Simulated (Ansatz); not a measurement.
# CH6BCl2N: single point in a Gaussian basis from a Python script

Aim: a single point in a Gaussian basis, for CH6BCl2N, run from a script. SMILES: C[B-]([NH3+])(Cl)Cl.

Computed with Ansatz 0.2.0 through its Python package. Level of theory: CAM-B3LYP/cc-pVDZ.

### Step 1. Starting point

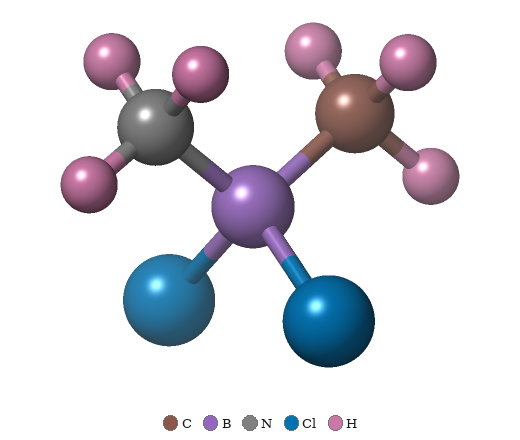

The starting structure, viewed from a chosen angle; carbon brown, boron purple, nitrogen grey, chlorine blue, hydrogen pink.

The script holds or builds the structure itself.

### Step 2. The code

energy.py reads:

```python
# -*- coding: utf-8 -*-
'''Electronic structure of the CH6BCl2N molecule.'''

import ansatz as az
import numpy as np
import pandas as pd


def main():
    geometry_ang = [
        ('C', [-1.1457, 0.2015, 0.5718]),
        ('B', [0.0611, 0.3644, -0.4306]),
        ('N', [1.0868, -0.6971, -0.0967]),
        ('Cl', [-0.4325, 0.1425, -2.1862]),
        ('Cl', [0.8154, 2.0536, -0.2859]),
        ('H', [-1.9507, 1.0335, 0.3031]),
        ('H', [-0.8399, 0.3982, 1.6141]),
        ('H', [-1.6179, -0.7412, 0.458]),
        ('H', [1.9376, -0.5942, -0.6902]),
        ('H', [1.454, -0.5646, 0.9227]),
        ('H', [0.6971, -1.6538, -0.1596]),
    ]
    molecule = az.Crystal.molecule()
    for symbol, xyz in geometry_ang:
        molecule = molecule.atom(symbol, xyz)

    calculation = (
        molecule.calculation()
        .basis(gaussian='cc-pVDZ')  # atom-centred Gaussian functions
        .functional('cam_b3lyp')
        .forces()
    )
    print(calculation.to_yaml())
    done = calculation.run(threads=1)
    r = done.report

    print('reference energy %16.6f eV' % r['reference_energy_ev'])
    print('total energy     %16.6f eV' % r['free_energy_ev'])
    print('occupied orbitals outside the frozen core (up, down):', r['n_occupied'], ' frozen:', r['n_frozen'], ' virtual:', r['n_virtual'])

    symbols = [site.symbol for site in molecule.cartesian_sites]
    print('forces (eV/A)')
    for symbol, f in zip(symbols, r['forces_ev_ang']):
        print(f'  {symbol:2s} {f[0]:9.4f} {f[1]:9.4f} {f[2]:9.4f}')

    charges = r['charge_distribution']
    table = pd.DataFrame({'atom': symbols, 'mulliken': charges['mulliken_charges_e'], 'lowdin': charges['lowdin_charges_e']})
    print(table.round(3).to_string())
    print('dipole (e A):', np.round(charges['dipole_moment_e_ang'], 4) + 0.0)


if __name__ == '__main__':
    main()
```

### Step 3. Launch

Started as:

```bash
$ python energy.py
```

Without the output at hand: what should come out? Wanted: total energy; largest force; dipole moment.

As calculated:

```
     quantity           value
 total energy  -28348.7101 eV
largest force      3.776 eV/Å
dipole moment          6.98 D
```

Forces reach 3.78 eV/Å, so the atoms aren't at rest. Notes:
- The geometry is a force-field or estimated start, not a minimum of this method, and the basis set is short of its limit.
- The Löwdin charges here are taken after orthogonalising the functions within each atom; they differ from plain Löwdin charges, and their signs can be unphysical.
